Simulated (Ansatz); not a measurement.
**SiBr+ (singlet): the correlation ladder, cc-pVTZ**

Aim: climb from Hartree-Fock through coupled cluster and multireference methods for SiBr+ (singlet) at one geometry and basis, and see what each rung misses.

Method: cc-pVTZ, core rule «outside noble gas», up to 19 orbitals frozen; program: Ansatz 0.2.0, Gaussian basis.

To be run: UHF; CCSD(T) on RHF; BCCD(T) on RHF; CISD; CCSDT(Q) on RHF; CASSCF and MRCISD+Q, 10 electrons in 8 orbitals; CASSCF and NEVPT2, 10 electrons in 8 orbitals.

16 further runs of the same task are left out: 2 for a known fault of the program, 6 that didn't finish, 8 set aside as unsound or not needed.

### Step 1. The geometry

The geometry is a PBE0/def2-TZVP stationary point (not a proven minimum) of the parent state, kept for this charge and spin. No spin-orbit coupling is included. The filled d shell of Br may be among the frozen orbitals whatever the setting's name suggests; the logs give the count.

2 atoms, charge 1, spin multiplicity 1.

Atoms are counted from 1 here; the program's logs count them from 0.

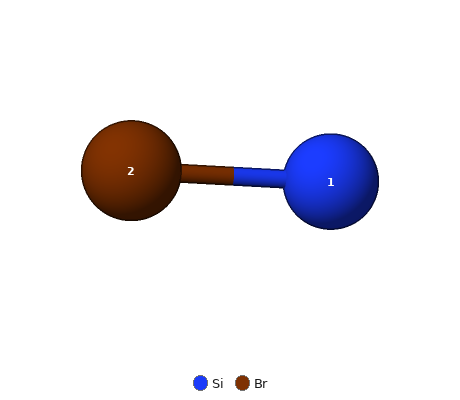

The structure; silicon blue, bromine brown; atoms are numbered from 1 in the order of the file.

In the tables R marks a restricted determinant and U an unrestricted one; 'valence' is the active space of 10 electrons in 8 orbitals; energies count from the table's Hartree-Fock row.

### Step 2. UHF

File in.yaml:

```yaml
crystal:
  periodic: [false, false, false]
  atoms:
    - {symbol: Si, position_ang: [0.000000, 0.000000, 0.000000]}
    - {symbol: Br, position_ang: [0.000000, 0.000000, 2.143900]}
basis:
  gaussian: {orbitals: cc-pVTZ}
total_charge: 1
magnetization: {spin_polarized: true, initial_magnetization: 0}
hamiltonian: {xc: hf}
output: {orbitals: {seedname: orbitals}}
```

The run is started by

```sh
$ ansatz run in.yaml --threads 1 --pin off --events-out ev --progress --plain --max-ram 2393MiB
```

What it wrote:

```text
Functional definition: HF
  name "HF"
  cite "Fock, Z. Phys. 61, 126 (1930) doi:10.1007/BF01340294"
  parent pbe
  exchange = exact_x
  correlation = 0
491 factors; integrals over basis functions are off by at most 8.6e-4 eV
mean field evaluation 1: about -77853.2400 eV, gradient 1.8e1 eV
mean field evaluation 2: about -77853.3018 eV, gradient 1.8e1 eV
mean field evaluation 4: about -77855.4622 eV, gradient 1.2e0 eV
mean field evaluation 8: about -77855.4870 eV, gradient 3.1e-4 eV
mean field evaluation 16: about -77855.3283 eV, gradient 1.2e0 eV
mean field evaluation 32: about -77843.9454 eV, gradient 1.3e1 eV
mean field -77855.48702444 eV, -2861.1363758038 hartree, gradient 4.4e-5 eV, S^2 0.000000; 0 other end points of the search recorded, 0 dependent functions left out
reference -77855.48702444 eV, -2861.1363758038 hartree; 24, 24 occupied and 53, 53 virtual orbitals, 491 factors
Total energy: -77855.48702444 eV, -2861.1363758038 hartree
```

It took 1.8 s on 1 thread of Arm Neoverse V1, shared host.

From the report: ⟨S²⟩ of the determinant 0.000 (pure singlet: 0.00).

The unrestricted search falls back on the restricted solution.

### Step 3. CCSD(T) on RHF

File in.yaml:

```yaml
crystal:
  periodic: [false, false, false]
  atoms:
    - {symbol: Si, position_ang: [0.000000, 0.000000, 0.000000]}
    - {symbol: Br, position_ang: [0.000000, 0.000000, 2.143900]}
basis:
  gaussian: {orbitals: cc-pVTZ}
total_charge: 1
magnetization: {spin_polarized: false}
correlation: {method: ccsd_t, electrons: outside_noble_gas}
output: {forces: true}
```

The command is unchanged.

What it wrote, cut to the lines that bear on the results:

```text
Functional definition: HF
  name "HF"
  cite "Fock, Z. Phys. 61, 126 (1930) doi:10.1007/BF01340294"
  parent pbe
[...]
491 factors; integrals over basis functions are off by at most 8.6e-4 eV
[...]
mean field -77855.48702444 eV, -2861.1363758038 hartree, gradient 1.5e-6 eV, S^2 0.000000; 0 other end points of the search recorded, 0 dependent functions left out
19 core orbitals not correlated: weight in the atoms' cores, before any rotation towards them, 1.000 or more for the frozen orbitals, at most 0.000 for the correlated occupied ones
reference -77855.48702444 eV, -2861.1363758038 hartree; 5, 5 occupied and 53, 53 virtual orbitals, 491 factors
second order -6.24287447 eV of doubles, -0.00000000 eV of singles
cycle   1  -6.64765711 eV  change   -4.0e-1 eV  update   8.7e-2
[...]
cycle  10  -6.92803163 eV  change    6.5e-6 eV  update   4.4e-6
perturbative correction -0.34945789 eV, -0.0128423405 hartree
[...]
Total energy: -77862.76451397 eV, -2861.4038186109 hartree
Atom 0 at     0.000000     0.000000     0.000000 Å, force    -0.000000    -0.000000     0.423617 eV/Å
Atom 1 at     0.000000     0.000000     2.143900 Å, force    -0.000000    -0.000000    -0.423617 eV/Å
Dipole moment:     0.000000     0.000000    -0.948276 e Å
```

It took 3.7 s on 1 thread of Arm Neoverse V1, shared host.

From the report: correlation -7.2775 eV; T1 0.021; largest double amplitude 0.07.

### Step 4. BCCD(T) on RHF

Changes to in.yaml since step 3:

```diff
@@ -9,3 +9,2 @@
 magnetization: {spin_polarized: false}
-correlation: {method: ccsd_t, electrons: outside_noble_gas}
-output: {forces: true}
+correlation: {method: bccd_t, electrons: outside_noble_gas}
```

Launched as before.

What it wrote, cut to the lines that bear on the results:

```text
Functional definition: HF
  name "HF"
  cite "Fock, Z. Phys. 61, 126 (1930) doi:10.1007/BF01340294"
  parent pbe
[...]
491 factors; integrals over basis functions are off by at most 8.6e-4 eV
[...]
mean field -77855.48702444 eV, -2861.1363758038 hartree, gradient 1.5e-6 eV, S^2 0.000000; 0 other end points of the search recorded, 0 dependent functions left out
19 core orbitals not correlated: weight in the atoms' cores, before any rotation towards them, 1.000 or more for the frozen orbitals, at most 0.000 for the correlated occupied ones
reference -77855.48702444 eV, -2861.1363758038 hartree; 5, 5 occupied and 53, 53 virtual orbitals, 491 factors
second order -6.24287447 eV of doubles, -0.00000000 eV of singles
cycle   1  -6.65176010 eV  change   -4.1e-1 eV  update   8.7e-2
[...]
cycle  11  -6.90829748 eV  change   -1.9e-6 eV  update   1.4e-6
perturbative correction -0.37152370 eV, -0.0136532441 hartree
Total energy: -77862.76684563 eV, -2861.4039042979 hartree
```

It took 1.6 s on 1 thread of Arm Neoverse V1, shared host.

From the report: correlation -7.2798 eV; largest double amplitude 0.07.

### Step 5. CISD

Changes to in.yaml since step 4:

```diff
@@ -8,3 +8,2 @@
 total_charge: 1
-magnetization: {spin_polarized: false}
-correlation: {method: bccd_t, electrons: outside_noble_gas}
+correlation: {active_space: {ras: {orbitals: [5, 0, 53], electrons: 10, max_holes: 2, max_particles: 2}, fixed_orbitals: true}}
```

Launched as before.

What it wrote:

```text
Functional definition: HF
  name "HF"
  cite "Fock, Z. Phys. 61, 126 (1930) doi:10.1007/BF01340294"
  parent pbe
  exchange = exact_x
  correlation = 0
491 factors; integrals over basis functions are off by at most 8.6e-4 eV
mean field evaluation 1: about -77853.2400 eV, gradient 2.5e1 eV
mean field evaluation 2: about -77853.3018 eV, gradient 2.5e1 eV
mean field evaluation 4: about -77855.4622 eV, gradient 1.7e0 eV
mean field evaluation 8: about -77855.4868 eV, gradient 1.7e-1 eV
mean field evaluation 16: about -77855.4870 eV, gradient 1.5e-6 eV
mean field -77855.48702444 eV, -2861.1363758038 hartree, gradient 1.5e-6 eV, S^2 0.000000; 0 other end points of the search recorded, 0 dependent functions left out
reference -77855.48702444 eV, -2861.1363758038 hartree; 24, 24 occupied and 53, 53 virtual orbitals, 491 factors
state -77861.85223538 eV, -2861.3702929913 hartree
Total energy: -77861.85223538 eV, -2861.3702929913 hartree
```

It took 2.1 s on 1 thread of Arm Neoverse V1, shared host.

From the report: 25,836 determinants.

### Step 6. CCSDT(Q) on RHF

Changes to in.yaml since step 5:

```diff
@@ -8,2 +8,3 @@
 total_charge: 1
-correlation: {active_space: {ras: {orbitals: [5, 0, 53], electrons: 10, max_holes: 2, max_particles: 2}, fixed_orbitals: true}}
+magnetization: {spin_polarized: false}
+correlation: {method: ccsdt_q, electrons: outside_noble_gas}
```

Same command.

What it wrote, cut to the lines that bear on the results:

```text
Functional definition: HF
  name "HF"
  cite "Fock, Z. Phys. 61, 126 (1930) doi:10.1007/BF01340294"
  parent pbe
[...]
851 factors; integrals over basis functions are off by at most 1.6e-7 eV
[...]
mean field -77855.48703282 eV, -2861.1363761115 hartree, gradient 1.3e-6 eV, S^2 0.000000; 0 other end points of the search recorded, 0 dependent functions left out
19 core orbitals not correlated: weight in the atoms' cores, before any rotation towards them, 1.000 or more for the frozen orbitals, at most 0.000 for the correlated occupied ones
reference -77855.48703282 eV, -2861.1363761115 hartree; 5, 5 occupied and 53, 53 virtual orbitals, 851 factors
second order -6.24290181 eV of doubles, -0.00000000 eV of singles
cycle   1  -6.64765740 eV  change   -4.0e-1 eV  update   1.0e-1
[...]
cycle  15  -7.30526245 eV  change   -4.4e-7 eV  update   3.3e-7
perturbative correction -0.02310655 eV, -0.0008491502 hartree
Total energy: -77862.81540182 eV, -2861.4056887051 hartree
```

It took 27 s on 1 thread of Arm Neoverse V1, shared host; peak memory 0.44 GiB.

From the report: correlation -7.3284 eV; T1 0.024; largest double amplitude 0.07.

### Step 7. CASSCF and MRCISD+Q, 10 electrons in 8 orbitals

Changes to in.yaml since step 6:

```diff
@@ -8,3 +8,2 @@
 total_charge: 1
-magnetization: {spin_polarized: false}
-correlation: {method: ccsdt_q, electrons: outside_noble_gas}
+correlation: {method: fic_mrcisd_q, electrons: outside_noble_gas, active_space: {window: {electrons: 10, orbitals: 8}, shells: [{species: Br, l: s, shell: 4}, {species: Br, l: p, shell: 4}, {species: Si, l: s, shell: 3}, {species: Si, l: p, shell: 3}]}}
```

Launched as before.

What it wrote, cut to the lines that bear on the results:

```text
Functional definition: HF
  name "HF"
  cite "Fock, Z. Phys. 61, 126 (1930) doi:10.1007/BF01340294"
  parent pbe
[...]
851 factors; integrals over basis functions are off by at most 1.6e-7 eV
[...]
mean field -77855.48703282 eV, -2861.1363761115 hartree, gradient 1.3e-6 eV, S^2 0.000000; 0 other end points of the search recorded, 0 dependent functions left out
reference -77855.48703282 eV, -2861.1363761115 hartree; 24, 24 occupied and 53, 53 virtual orbitals, 851 factors
state -77857.11092183 eV, -2861.1960529321 hartree
contracted CI cycle   1: correlation 0.00000000 eV, 0.0000000000 hartree, residual 1.92e1 eV
contracted CI cycle   2: correlation -4.85930390 eV, -0.1785761244 hartree, residual 3.94e0 eV
contracted CI cycle   3: correlation -5.10255465 eV, -0.1875154247 hartree, residual 1.13e0 eV
contracted CI cycle   4: correlation -5.12510472 eV, -0.1883441244 hartree, residual 3.80e-1 eV
contracted CI cycle   5: correlation -5.12733226 eV, -0.1884259850 hartree, residual 1.17e-1 eV
contracted CI cycle   6: correlation -5.12753304 eV, -0.1884333638 hartree, residual 3.64e-2 eV
contracted CI cycle   7: correlation -5.12755184 eV, -0.1884340544 hartree, residual 1.14e-2 eV
contracted CI cycle   8: correlation -5.12755365 eV, -0.1884341211 hartree, residual 3.35e-3 eV
contracted CI cycle   9: correlation -5.12755380 eV, -0.1884341267 hartree, residual 9.19e-4 eV
state -77857.11092183 eV, -2861.1960529321 hartree; corrected -77862.71843496 eV, -2861.4021252386 hartree
Total energy: -77862.71843496 eV, -2861.4021252386 hartree
Checks for a lower state left out: starts, orbital_swaps
```

It took 8 s on 1 thread of Arm Neoverse V1, shared host; peak memory 0.27 GiB.

From the report: 792 determinants; active occupations 2.00, 2.00, 1.97, 1.97, 1.97, 0.03, 0.03, 0.03.

### Step 8. CASSCF and NEVPT2, 10 electrons in 8 orbitals

File in.yaml:

```yaml
crystal:
  periodic: [false, false, false]
  atoms:
    - {symbol: Si, position_ang: [0.000000, 0.000000, 0.000000]}
    - {symbol: Br, position_ang: [0.000000, 0.000000, 2.143900]}
basis:
  gaussian: {orbitals: cc-pVTZ}
total_charge: 1
correlation: {method: sc_nevpt2, electrons: outside_noble_gas, active_space: {window: {electrons: 10, orbitals: 8}, shells: [{species: Br, l: s, shell: 4}, {species: Br, l: p, shell: 4}, {species: Si, l: s, shell: 3}, {species: Si, l: p, shell: 3}]}}
```

The command is unchanged.

What it wrote:

```text
Functional definition: HF
  name "HF"
  cite "Fock, Z. Phys. 61, 126 (1930) doi:10.1007/BF01340294"
  parent pbe
  exchange = exact_x
  correlation = 0
851 factors; integrals over basis functions are off by at most 1.6e-7 eV
mean field evaluation 1: about -77853.1357 eV, gradient 2.5e1 eV
mean field evaluation 2: about -77853.2667 eV, gradient 2.5e1 eV
mean field evaluation 4: about -77855.4503 eV, gradient 1.7e0 eV
mean field evaluation 8: about -77855.4868 eV, gradient 1.4e-1 eV
mean field evaluation 16: about -77855.4870 eV, gradient 1.3e-6 eV
mean field -77855.48703282 eV, -2861.1363761115 hartree, gradient 1.3e-6 eV, S^2 0.000000; 0 other end points of the search recorded, 0 dependent functions left out
reference -77855.48703282 eV, -2861.1363761115 hartree; 24, 24 occupied and 53, 53 virtual orbitals, 851 factors
state -77857.11092183 eV, -2861.1960529321 hartree
state -77857.11092183 eV, -2861.1960529321 hartree; corrected -77861.37460050 eV, -2861.3527402330 hartree
Total energy: -77861.37460050 eV, -2861.3527402330 hartree
Checks for a lower state left out: starts, orbital_swaps
```

Wall time 6.5 s (1 thread of Arm Neoverse V1, shared host).

From the report: 792 determinants; active occupations 2.00, 2.00, 1.97, 1.97, 1.97, 0.03, 0.03, 0.03.

### Step 9. Natural occupations

Natural occupations of the CASSCF valence state about the gap (report; correlated orbitals 1 to 8): 1.998, 1.997, 1.974, 1.974, 1.966, 0.031, 0.031, 0.029. The count of effectively unpaired electrons, Σ n²(2 − n)², is 0.02; a single determinant of this spin has 0.

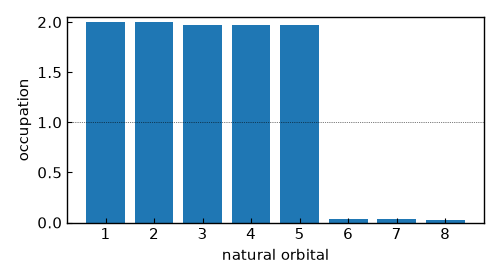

Natural occupations of the CASSCF valence state.

### Step 10. All levels against the top one

The yardstick is RCCSDT(Q), where the cluster series has nearly closed. Rows without a time come out of other runs: HF, MP2 and CCSD of CCSD(T), CCSDT of CCSDT(Q), CASSCF and MRCISD of the multireference runs. The times of RCCSD(T) include forces.

Differences are taken before rounding.

```csv
method,energy from the lowest RHF (kcal/mol),from RCCSDT(Q) (kcal/mol),time
RHF,0.00,+169.00,
RMP2,-143.96,+25.03,
CISD,-146.79,+22.21,2.1 s
RCCSD,-159.76,+9.23,
RCCSD(T),-167.82,+1.17,3.7 s
BCCD(T),-167.88,+1.12,1.6 s
RCCSDT,-168.46,+0.53,
RCCSDT(Q),-169.00,0,27 s
CASSCF valence,-37.45,+131.55,
NEVPT2 valence,-135.77,+33.23,6.5 s
MRCISD valence,-155.69,+13.30,
MRCISD+Q valence,-166.76,+2.24,8 s
```

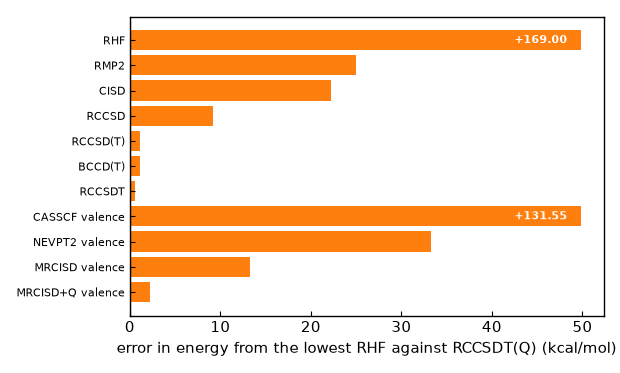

How far each level lands from RCCSDT(Q). Bars with a number in them are cut short.

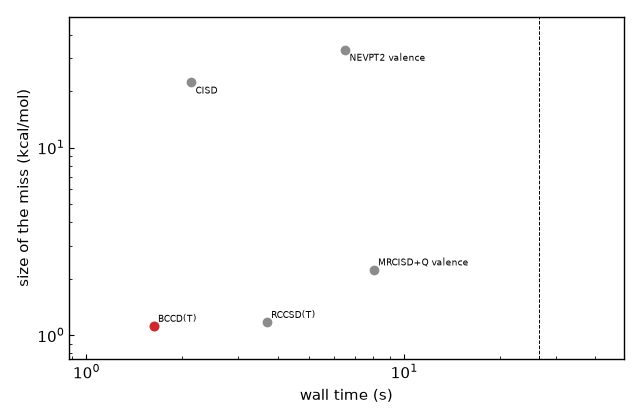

Miss against cost. Red marks the levels that no quicker level drawn beats (of those quicker than the yardstick), and the dashed line is the time of RCCSDT(Q). Times are from a shared host.

### Step 11. Results

```
                         quantity            value
   RCCSDT(Q) below the RHF energy       -7.3284 eV
              RMP2 from RCCSDT(Q)  +25.03 kcal/mol
             RCCSD from RCCSDT(Q)   +9.23 kcal/mol
          RCCSD(T) from RCCSDT(Q)   +1.17 kcal/mol
    NEVPT2 valence from RCCSDT(Q)  +33.23 kcal/mol
  MRCISD+Q valence from RCCSDT(Q)   +2.24 kcal/mol
levels within 1 kcal/mol (43 meV)           RCCSDT
                    T1 diagnostic            0.021
   effectively unpaired electrons             0.02
```

RCCSD(T) misses by +1.17 kcal/mol, 0.7 % of the correlation energy. One determinant dominates. Of the multireference levels listed MRCISD+Q valence comes nearest in total energy (+2.24 kcal/mol), which doesn't show that its space is the better one. These misses are within one basis, not against nature.

For cost: BCCD(T) gets within 1.12 kcal/mol in 1.6 s, where RCCSDT(Q) took 27 s.
